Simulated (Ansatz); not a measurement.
```xyz
4

B    -1.3970    1.3962    0.9171
F    -1.5918   -0.2861   -2.3337
Ga   -1.4777    0.4644   -0.7847
N    -0.8775    0.2069    1.0105
```

Geometry: PBE0-D3(BJ)/def2-SVP.

Computed with isolated molecule in a Gaussian basis; Kohn-Sham density functional theory, functional PBE0 in Ansatz 0.2.0.

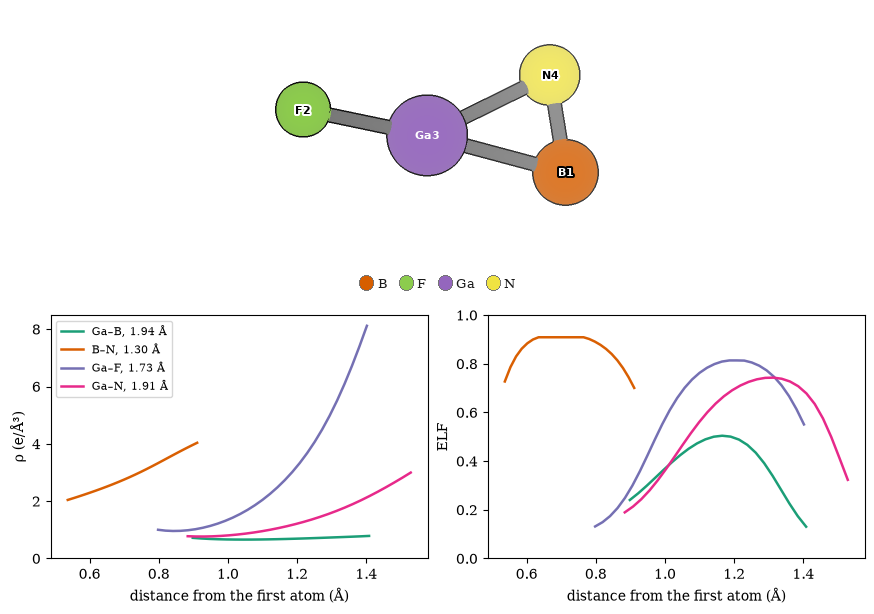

BFGaN (SMILES [F][Ga]1[B]=[N]1). Total electron density and ELF along straight lines between neighbouring atoms. The curves leave out the atomic cores. The structure is drawn too.

Compare the contacts.

Answer. Ga–B (1.94 Å): the density is about 0.67 e/Å³ at the midpoint; the ELF peaks at about 0.50 in the valence shell of B, 0.8 Å from its nucleus, and is about 0.35 at the midpoint.
B–N (1.30 Å): the density is about 2.5 e/Å³ at the midpoint; the ELF peaks at about 0.90 between the atoms (a short, strongly polar bond).
Ga–F (1.73 Å): the density is about 0.96 e/Å³ at the midpoint; the ELF peaks at about 0.80 in the valence shell of F, 0.5 Å from its nucleus, and is about 0.20 at the midpoint.
Ga–N (1.91 Å): ρ at the midpoint is about 0.77 e/Å³; the ELF peaks at about 0.75 in the valence shell of N, 0.6 Å from its nucleus, and is about 0.30 at the midpoint.
